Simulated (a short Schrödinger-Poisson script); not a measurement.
Structure: MOS inversion layer, SiO2 on p-type Si(100), at 300 K.

| layer | material | thickness (nm) | Na (cm⁻³) |
|---|---|---|---|
| 1 | SiO2 | 4.2 | - |
| 2 | Si | 340 | 1.6e18 |

The device is made up for the run: typed textbook-type constants, with dimensions and the other settings drawn at random. SiO2: permittivity 3.9, conduction-band edge (eV) 3.15, gap (eV) 9, electron mass (mₑ) 0.5. Si: permittivity 11.7, conduction-band edge (eV) 0, gap (eV) 1.124, Nv at 300 K (cm⁻³) 3.1e19.

Channel valleys (confinement mass, in-plane density-of-states mass, number): Δ2 0.916, 0.19, 2; Δ4 0.19, 0.417, 4. At the gate the conduction-band edge of layer 1 lies 3.24 eV − eVg above the Fermi level of the channel; the field vanishes at the back. Gaps are held at their typed values at every temperature. Mesh 0.03 nm at interfaces.

From a short Schrödinger-Poisson script (our own, NumPy): 1D Poisson equation in equilibrium, electrons quantum, Hartree (BenDaniel-Duke, 12 states a valley, the channel's in-plane mass for all, wave functions ending at the dielectric), parabolic valleys, classical holes, full ionisation, no traps, pinning or gate leakage.

Only gate voltages with over 1e8 electrons/cm² are shown.

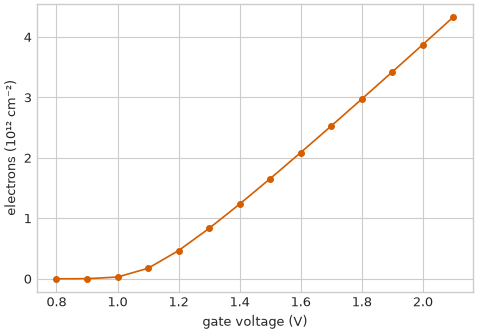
Fig. 1. Sheet density against gate voltage

| Vg (V) | electrons (cm⁻²) | C (μF/cm²) | Δ2 E0 (meV) | Δ2 E1 (meV) | Δ4 E0 (meV) | Δ4 E1 (meV) |
|---|---|---|---|---|---|---|
| 0.8 | 2.22e8 | 0.263 | 258.3 | 352.1 | 344.8 | 496.2 |
| 0.9 | 2.69e9 | 0.263 | 193.5 | 290.0 | 282.5 | 438.5 |
| 1 | 2.95e10 | 0.320 | 131.2 | 230.1 | 222.5 | 382.7 |
| 1.1 | 1.75e11 | 0.493 | 84.6 | 185.7 | 177.9 | 341.4 |
| 1.2 | 4.67e11 | 0.610 | 58.2 | 161.1 | 153.4 | 318.7 |
| 1.3 | 8.35e11 | 0.662 | 42.0 | 146.6 | 139.0 | 305.6 |
| 1.4 | 1.24e12 | 0.689 | 30.6 | 136.8 | 129.3 | 296.9 |
| 1.5 | 1.66e12 | 0.704 | 21.8 | 129.4 | 122.1 | 290.5 |
| 1.6 | 2.09e12 | 0.715 | 14.5 | 123.5 | 116.4 | 285.5 |
| 1.7 | 2.53e12 | 0.722 | 8.2 | 118.7 | 111.7 | 281.5 |
| 1.8 | 2.97e12 | 0.727 | 2.6 | 114.5 | 107.6 | 278.0 |
| 1.9 | 3.42e12 | 0.732 | -2.5 | 110.8 | 104.1 | 275.1 |
| 2 | 3.88e12 | 0.735 | -7.1 | 107.5 | 101.0 | 272.5 |
| 2.1 | 4.33e12 | 0.738 | -11.5 | 104.5 | 98.1 | 270.1 |

Subbands count from the Fermi level.
